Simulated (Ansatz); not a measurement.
# Geometry relaxation of CH$_{7}$FSi$_{2}$

- system: CH$_{7}$FSi$_{2}$
- method: RHF/6-31G* (Ansatz 0.2.0)

It belongs to a series of runs on one base structure; here: end point A relaxed. Figures and captions count atoms from 1; the log counts them from 0 in places.

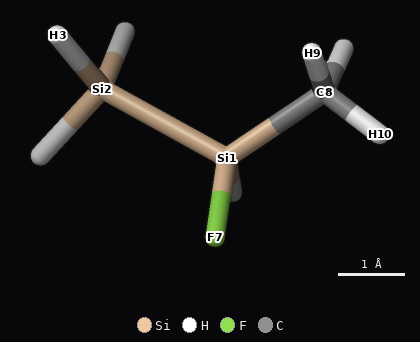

Fig. 1: The starting structure (stick view, seen at a tilt; atoms are numbered from 1 in the order of the input). Bond lengths as drawn: C–H 1.09 Å, C–Si 1.88 Å, F–Si 1.60 Å, H–Si 1.46 to 1.48 Å and Si–Si 2.25 Å.

## The input
```yaml
crystal:
  periodic: [false, false, false]
  atoms:
    - { symbol: Si, position_ang: [0.120536, 0.008877, 0.057919] }
    - { symbol: Si, position_ang: [0.986716, -0.039524, 2.131455] }
    - { symbol: H, position_ang: [0.107353, -0.266189, 3.300761] }
    - { symbol: H, position_ang: [1.98871, -1.130789, 2.092079] }
    - { symbol: H, position_ang: [1.709179, 1.235834, 2.330013] }
    - { symbol: H, position_ang: [1.451943, 0.21919, -0.506055] }
    - { symbol: F, position_ang: [-0.792886, 1.293628, -0.24028] }
    - { symbol: C, position_ang: [-0.736617, -1.51808, -0.615084] }
    - { symbol: H, position_ang: [-1.578106, -1.818529, 0.003611] }
    - { symbol: H, position_ang: [-1.110794, -1.344055, -1.620949] }
    - { symbol: H, position_ang: [-0.044334, -2.354362, -0.657969] }
basis:
  gaussian: { orbitals: "6-31G*" }
hamiltonian:
  xc: hf
relax:
  f_tol: 0.03
  max_steps: 50
output:
  orbitals: {}
```

Hardware: 1 thread of Arm Neoverse V1, 24 GiB of memory available, shared host.

Launched with:
```bash
ansatz run input.yaml --threads 1 --pin off --max-ram 2048MiB --backend cpu --events-out ev --progress --plain --runs-dir out
```

## The program's output
```
The last accepted step is kept in [file] (removed where the run ends without a failure and the disk answers)
Engine: ansatz 0.2.0, aarch64-unknown-linux-gnu
Functional definition: HF
  exchange = exact_x
  correlation = 0
885 factors; integrals over basis functions are off by at most 6.3e-4 eV
mean field evaluation 1: about -19569.8731 eV, gradient 3.0e1 eV
mean field evaluation 2: about -19569.9363 eV, gradient 3.0e1 eV
mean field evaluation 4: about -19572.2007 eV, gradient 3.1e0 eV
mean field evaluation 8: about -19572.2381 eV, gradient 1.7e-1 eV
mean field -19572.23823867 eV, -719.2664887317 hartree, gradient 2.5e-5 eV, S^2 0.000000; 0 other end points of the search recorded, 0 dependent functions left out
the calculation of the forces begins
reference -19572.23823867 eV, -719.2664887317 hartree; 25, 25 occupied and 57, 57 virtual orbitals, 885 factors
relax step   1: F+E_penalty+E_count = -19572.23823867 eV  Δ(F+E_penalty+E_count) = +0.000e0 eV  max|allowed force component| = 1.601e0 eV/Å  Δτ_max = 0.0000 Å  (32 SCF iters, accepted)
these checks for a lower state are left out or cut short: starts, cluster_reference, orbital_swaps, neighbouring_geometries, increment
885 factors; integrals over basis functions are off by at most 6.3e-4 eV
mean field evaluation 16: about -19572.4119 eV, gradient 1.8e-4 eV
mean field -19572.41187557 eV, -719.2728697699 hartree, gradient 1.9e-5 eV, S^2 0.000000; 0 other end points of the search recorded, 0 dependent functions left out
the calculation of the forces begins
reference -19572.41187557 eV, -719.2728697699 hartree; 25, 25 occupied and 57, 57 virtual orbitals, 885 factors
relax step   2: F+E_penalty+E_count = -19572.41187557 eV  Δ(F+E_penalty+E_count) = -1.736e-1 eV  max|allowed force component| = 2.784e-1 eV/Å  Δτ_max = 0.1949 Å  (29 SCF iters, accepted)
these checks for a lower state are left out or cut short: starts, cluster_reference, orbital_swaps, neighbouring_geometries, increment
885 factors; integrals over basis functions are off by at most 6.3e-4 eV
mean field -19572.46075310 eV, -719.2746659859 hartree, gradient 1.7e-5 eV, S^2 0.000000; 0 other end points of the search recorded, 0 dependent functions left out
the calculation of the forces begins
reference -19572.46075310 eV, -719.2746659859 hartree; 25, 25 occupied and 57, 57 virtual orbitals, 885 factors
relax step   3: F+E_penalty+E_count = -19572.46075310 eV  Δ(F+E_penalty+E_count) = -4.888e-2 eV  max|allowed force component| = 2.420e-1 eV/Å  Δτ_max = 0.1137 Å  (30 SCF iters, accepted)
these checks for a lower state are left out or cut short: starts, cluster_reference, orbital_swaps, neighbouring_geometries, increment
885 factors; integrals over basis functions are off by at most 6.1e-4 eV
mean field evaluation 32: about -19572.4894 eV, gradient 7.6e-6 eV
mean field -19572.48944827 eV, -719.2757205141 hartree, gradient 8.0e-6 eV, S^2 0.000000; 0 other end points of the search recorded, 0 dependent functions left out
the calculation of the forces begins
reference -19572.48944827 eV, -719.2757205141 hartree; 25, 25 occupied and 57, 57 virtual orbitals, 885 factors
relax step   4: F+E_penalty+E_count = -19572.48944827 eV  Δ(F+E_penalty+E_count) = -2.870e-2 eV  max|allowed force component| = 5.790e-1 eV/Å  Δτ_max = 0.1997 Å  (29 SCF iters, accepted)
these checks for a lower state are left out or cut short: starts, cluster_reference, orbital_swaps, neighbouring_geometries, increment
885 factors; integrals over basis functions are off by at most 6.0e-4 eV
mean field -19572.46429959 eV, -719.2747963171 hartree, gradient 1.9e-5 eV, S^2 0.000000; 0 other end points of the search recorded, 0 dependent functions left out
the calculation of the forces begins
reference -19572.46429959 eV, -719.2747963171 hartree; 25, 25 occupied and 57, 57 virtual orbitals, 885 factors
relax step   5: F+E_penalty+E_count = -19572.46429959 eV  Δ(F+E_penalty+E_count) = +2.515e-2 eV  max|allowed force component| = 7.550e-1 eV/Å  Δτ_max = 0.0774 Å  (28 SCF iters, rejected (line search))
these checks for a lower state are left out or cut short: starts, cluster_reference, orbital_swaps, neighbouring_geometries, increment
885 factors; integrals over basis functions are off by at most 6.0e-4 eV
mean field -19572.50677925 eV, -719.2763574159 hartree, gradient 1.9e-5 eV, S^2 0.000000; 0 other end points of the search recorded, 0 dependent functions left out
the calculation of the forces begins
reference -19572.50677925 eV, -719.2763574159 hartree; 25, 25 occupied and 57, 57 virtual orbitals, 885 factors
relax step   6: F+E_penalty+E_count = -19572.50677925 eV  Δ(F+E_penalty+E_count) = -1.733e-2 eV  max|allowed force component| = 1.792e-1 eV/Å  Δτ_max = 0.0387 Å  (29 SCF iters, accepted)
these checks for a lower state are left out or cut short: starts, cluster_reference, orbital_swaps, neighbouring_geometries, increment
885 factors; integrals over basis functions are off by at most 5.9e-4 eV
mean field -19572.50868446 eV, -719.2764274309 hartree, gradient 1.8e-5 eV, S^2 0.000000; 0 other end points of the search recorded, 0 dependent functions left out
the calculation of the forces begins
reference -19572.50868446 eV, -719.2764274309 hartree; 25, 25 occupied and 57, 57 virtual orbitals, 885 factors
relax step   7: F+E_penalty+E_count = -19572.50868446 eV  Δ(F+E_penalty+E_count) = -1.905e-3 eV  max|allowed force component| = 1.008e-2 eV/Å  Δτ_max = 0.0189 Å  (24 SCF iters, accepted)
885 factors; integrals over basis functions are off by at most 5.9e-4 eV
mean field evaluation 64: about -19572.5087 eV, gradient 1.2e-4 eV
```

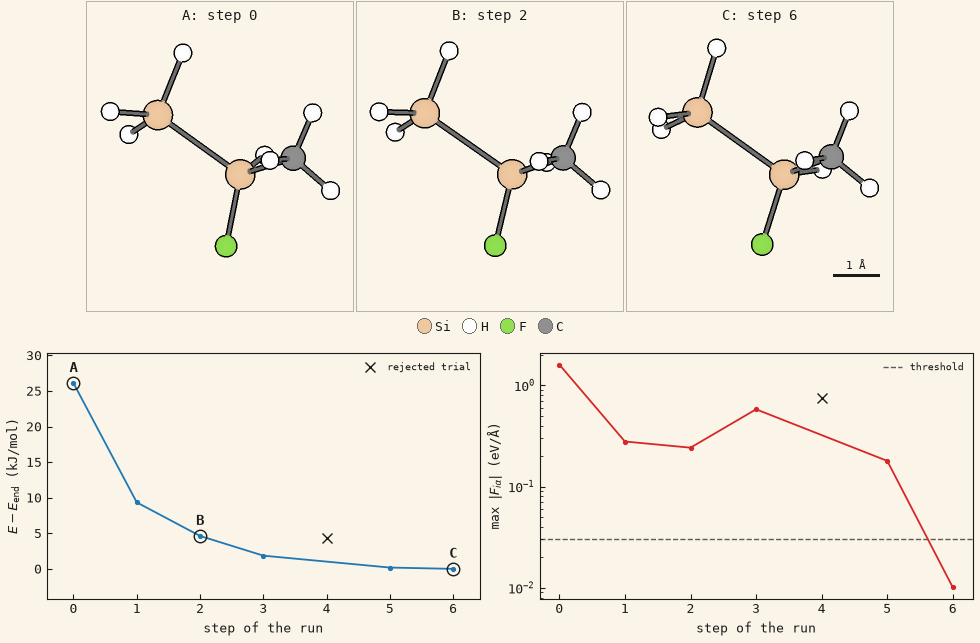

Fig. 2: Frames of the relaxation (ball-and-stick view, seen at a tilt) above the curves, on which the letters mark them (the first geometry is step 0 here and step 1 in the log).

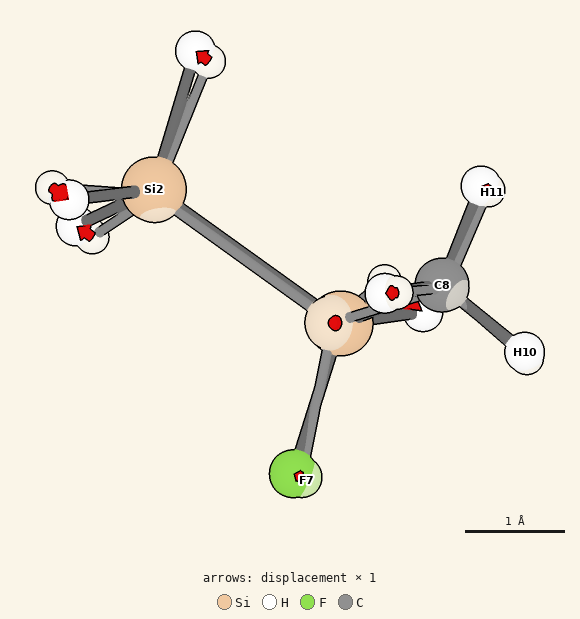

Fig. 3: Start (faint) and end (solid) with the displacements as red arrows, at true length (ball-and-stick view, seen at a tilt). The two geometries are laid on each other by the best rigid fit. H6 moves most after the best rigid fit: 0.50 Å. Largest moves by element: H 0.50 Å, Si 0.15 Å, F 0.09 Å, C 0.06 Å. Among the contacts that change: Si1–Si2 2.248 → 2.351 Å, Si1–H6 1.461 → 1.477 Å. Among the angles that change: Si2–Si1–H6 90.5° → 110.0°, Si1–Si2–H3 120.2° → 111.1°, Si2–Si1–C8 119.3° → 113.2°. The energy falls by 26.1 kJ/mol in 6 geometry steps. Largest force component: 1.6 eV/Å at the start, 0.01 eV/Å at the end. The line search rejected the trial step at point 4 (counted from 0) and went back. (Atoms are counted from 1 in the order of the input.)

```
mean field -19572.50868446 eV, -719.2764274309 hartree, gradient 1.8e-5 eV, S^2 0.000000; 1 other end points of the search recorded, 0 dependent functions left out
the calculation of the forces begins
reference -19572.50868446 eV, -719.2764274309 hartree; 25, 25 occupied and 57, 57 virtual orbitals, 885 factors
Total energy: -19572.50868446 eV, -719.2764274309 hartree
Atom 0 at     0.218978     0.044902    -0.043475 Å, force     0.002522    -0.005446     0.003742 eV/Å
Atom 1 at     1.038447    -0.064127     2.157327 Å, force    -0.008434    -0.001933     0.002424 eV/Å
Atom 2 at    -0.054870    -0.314198     3.120900 Å, force    -0.001244    -0.002777    -0.000776 eV/Å
Atom 3 at     2.011655    -1.174431     2.262281 Å, force     0.001120    -0.000535    -0.004778 eV/Å
Atom 4 at     1.720245     1.192866     2.529236 Å, force     0.005549     0.000239     0.000812 eV/Å
Atom 5 at     1.329419     0.302793    -0.983273 Å, force    -0.006252     0.010078    -0.000812 eV/Å
Atom 6 at    -0.790698     1.291690    -0.147851 Å, force     0.007005     0.003696    -0.009864 eV/Å
Atom 7 at    -0.701281    -1.505819    -0.569588 Å, force    -0.002260    -0.002669     0.004917 eV/Å
Atom 8 at    -1.531453    -1.725820     0.095010 Å, force    -0.001961    -0.001650    -0.001148 eV/Å
Atom 9 at    -1.100573    -1.394362    -1.573822 Å, force     0.000215    -0.000012     0.001752 eV/Å
Atom 10 at    -0.038169    -2.367493    -0.571244 Å, force     0.003740     0.001009     0.003733 eV/Å
Dipole moment:     0.097354    -0.330163    -0.042474 e Å
```

## Trajectory as extended XYZ (Å, eV, eV/Å), 7 frames, from step=1 to step=7
```
11
Properties=species:S:1:pos:R:3:forces:R:3 step=1 energy=-19572.23824
Si    0.1205    0.0089    0.0579   -0.2619   0.0144  -0.6490
Si    0.9867   -0.0395    2.1315    0.1275  -0.0916   1.6012
H     0.1074   -0.2662    3.3008    0.0038  -0.0060  -0.0049
H     1.9887   -1.1308    2.0921   -0.0015  -0.0027  -0.0047
H     1.7092    1.2358    2.3300    0.0038  -0.0051  -0.0012
H     1.4519    0.2192   -0.5061    0.1422   0.0711  -0.9215
F    -0.7929    1.2936   -0.2403   -0.0358  -0.0077  -0.0096
C    -0.7366   -1.5181   -0.6151   -0.0465  -0.0287  -0.0287
H    -1.5781   -1.8185    0.0036    0.0187   0.0534  -0.0210
H    -1.1108   -1.3441   -1.6209    0.0349   0.0044   0.0354
H    -0.0443   -2.3544   -0.6580    0.0146  -0.0017   0.0041
11
Properties=species:S:1:pos:R:3:forces:R:3 step=2 energy=-19572.41188
Si    0.1574    0.0143    0.0351    0.0057  -0.0310  -0.2665
Si    0.9748   -0.0473    2.2054    0.2784   0.0308  -0.0090
H     0.0865   -0.2754    3.3592   -0.0838  -0.0098  -0.0359
H     1.9806   -1.1341    2.1208   -0.0133  -0.0062   0.1967
H     1.7039    1.2314    2.3600   -0.0153  -0.0334   0.1889
H     1.4307    0.2236   -0.6998   -0.2095   0.0165  -0.1614
F    -0.7918    1.2819   -0.2307    0.0001   0.0427   0.0279
C    -0.7256   -1.5121   -0.6131   -0.0240  -0.0435   0.0619
H    -1.5663   -1.8000    0.0123    0.0186   0.0349  -0.0056
H    -1.1066   -1.3410   -1.6162    0.0376   0.0213   0.0026
H    -0.0418   -2.3554   -0.6575    0.0055  -0.0223   0.0003
11
Properties=species:S:1:pos:R:3:forces:R:3 step=3 energy=-19572.46075
Si    0.1649    0.0191    0.0113    0.1769   0.0007  -0.1139
Si    0.9962   -0.0474    2.2101    0.2420   0.0262  -0.2074
H     0.0655   -0.2780    3.3299   -0.1114  -0.0085  -0.0541
H     2.0026   -1.1381    2.1867   -0.0544   0.0118   0.1047
H     1.7242    1.2244    2.4237   -0.0503  -0.0358   0.0986
H     1.3910    0.2368   -0.8056   -0.2295   0.0134   0.0270
F    -0.8045    1.2809   -0.2151    0.0242  -0.0071   0.0548
C    -0.7243   -1.5139   -0.6129   -0.0192  -0.0221   0.0913
H    -1.5727   -1.7825    0.0101    0.0105   0.0117  -0.0096
H    -1.0934   -1.3509   -1.6216    0.0163   0.0083  -0.0009
H    -0.0477   -2.3645   -0.6412   -0.0051   0.0014   0.0094
11
Properties=species:S:1:pos:R:3:forces:R:3 step=4 energy=-19572.48945
Si    0.2354    0.0113   -0.0434   -0.3865   0.2041   0.5790
Si    1.0341   -0.0580    2.1695   -0.0953  -0.0673  -0.1259
H    -0.0420   -0.2946    3.1623    0.0668   0.0055  -0.0829
H     2.0111   -1.1638    2.2548    0.0629  -0.0193   0.1033
H     1.7108    1.2139    2.4887    0.0467   0.0108   0.0615
H     1.3520    0.3163   -0.9354    0.2131  -0.0642  -0.2847
F    -0.7866    1.2516   -0.1442    0.0086   0.0068  -0.0666
C    -0.7060   -1.5200   -0.5765    0.0794   0.1268  -0.0846
H    -1.5417   -1.7373    0.0830    0.0708   0.0187   0.0126
H    -1.1068   -1.3434   -1.5695   -0.0413  -0.1476  -0.0785
H    -0.0586   -2.3901   -0.6139   -0.0253  -0.0743  -0.0331
11
Properties=species:S:1:pos:R:3:forces:R:3 step=5 energy=-19572.46430 accepted=F
Si    0.2060    0.0469   -0.0170    0.2673  -0.1376  -0.7550
Si    1.0573   -0.0722    2.1650   -0.1208   0.0603   0.1692
H    -0.0469   -0.3114    3.1157   -0.0143  -0.0275   0.0647
H     2.0402   -1.1692    2.3134   -0.0367   0.0109  -0.1145
H     1.7155    1.1984    2.5288    0.0296   0.0143  -0.0186
H     1.3008    0.2774   -0.9785    0.1483   0.1921   0.0679
F    -0.8076    1.2867   -0.1517    0.0219  -0.0103   0.1705
C    -0.6893   -1.4945   -0.5969   -0.1826  -0.2487   0.2187
H    -1.5029   -1.6787    0.0917   -0.2778  -0.2390   0.0087
H    -1.1123   -1.4155   -1.5955    0.0590   0.2591   0.0702
H    -0.0593   -2.3820   -0.5995    0.1061   0.1264   0.1182
11
Properties=species:S:1:pos:R:3:forces:R:3 step=6 energy=-19572.50678
Si    0.2220    0.0349   -0.0433   -0.0154  -0.0003   0.1792
Si    1.0367   -0.0631    2.1604   -0.0244  -0.0097  -0.0403
H    -0.0501   -0.3065    3.1341    0.0097  -0.0036  -0.0183
H     2.0120   -1.1709    2.2626    0.0194  -0.0069   0.0249
H     1.7159    1.2005    2.5125    0.0204   0.0002   0.0227
H     1.3387    0.3031   -0.9693    0.0047  -0.0066  -0.0581
F    -0.7899    1.2790   -0.1401   -0.0258   0.0536  -0.0505
C    -0.7032   -1.5100   -0.5726    0.0251   0.0416  -0.0165
H    -1.5351   -1.7304    0.0899    0.0154   0.0044  -0.0007
H    -1.1015   -1.3770   -1.5739   -0.0221  -0.0551  -0.0322
H    -0.0437   -2.3736   -0.5850   -0.0071  -0.0175  -0.0103
11
Properties=species:S:1:pos:R:3:forces:R:3 step=7 energy=-19572.50868
Si    0.2190    0.0449   -0.0435    0.0025  -0.0054   0.0037
Si    1.0384   -0.0641    2.1573   -0.0084  -0.0019   0.0024
H    -0.0549   -0.3142    3.1209   -0.0012  -0.0028  -0.0008
H     2.0117   -1.1744    2.2623    0.0011  -0.0005  -0.0048
H     1.7202    1.1929    2.5292    0.0055   0.0002   0.0008
H     1.3294    0.3028   -0.9833   -0.0063   0.0101  -0.0008
F    -0.7907    1.2917   -0.1479    0.0070   0.0037  -0.0099
C    -0.7013   -1.5058   -0.5696   -0.0023  -0.0027   0.0049
H    -1.5315   -1.7258    0.0950   -0.0020  -0.0016  -0.0011
H    -1.1006   -1.3944   -1.5738    0.0002   0.0000   0.0018
H    -0.0382   -2.3675   -0.5712    0.0037   0.0010   0.0037
```

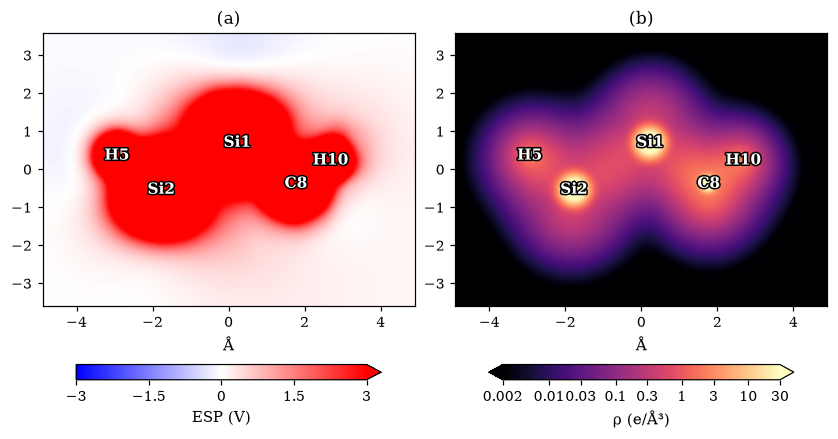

Fig. 4: (a) electrostatic potential; (b) electron density on the plane of atoms Si1, Si2 and H5. The section cuts through Si, H and C sites. C–Si (1.88 Å): ρ at the midpoint is about 1 e/Å³. Si–H (1.48 Å): ρ is about 0.78 e/Å³ halfway. The potential has no marked negative region in this plane.

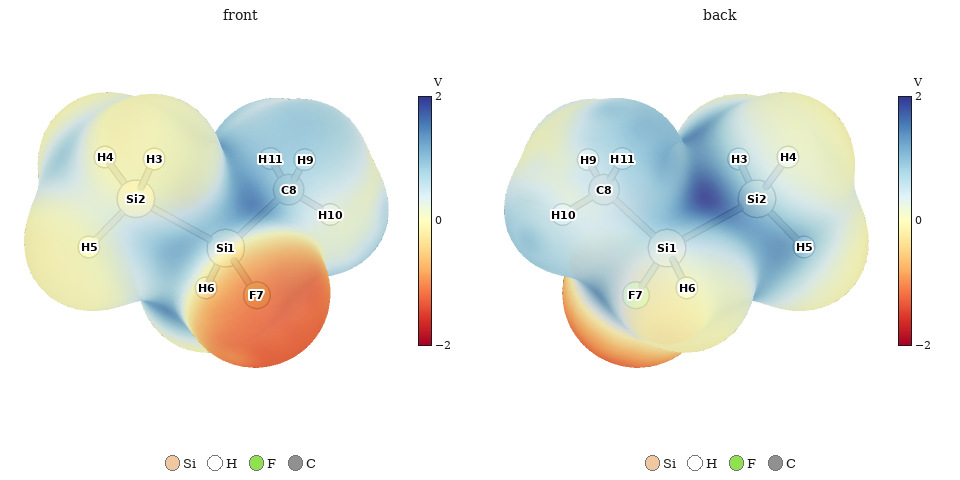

Fig. 5: The electrostatic potential painted on the density surface at 0.002 e/bohr³, seen at a tilt and from behind; red is negative and blue positive.

## Key numbers

- outcome: converged
- total energy: −19572.5087 eV
- mean-field energy: −19572.5087 eV
- largest force (length of the vector) at the end: 0.013 eV/Å
- wall time: 15 s
- peak memory: 0.15 GiB
